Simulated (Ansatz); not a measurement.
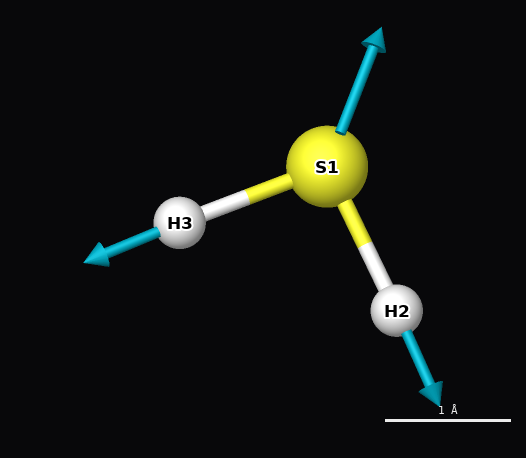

Arrows show the forces on the atoms, 0.5 Å of arrow for 1 eV/Å; forces under a tenth of the largest aren't drawn. Level of theory: R-MP2 (5 frozen)/cc-pVTZ on H; cc-pV(T+d)Z on S (Ansatz).

> On which atom is the force largest, and how large is it?

On S1: 1.89 eV/Å.

List the force components in the frame of the picture (x right, y up, z towards the viewer), in eV/Å.

```csv
atom,Fx,Fy,Fz
S1,0.66,1.71,−0.45
H2,0.54,−1.21,0.18
H3,−1.20,−0.50,0.27
```
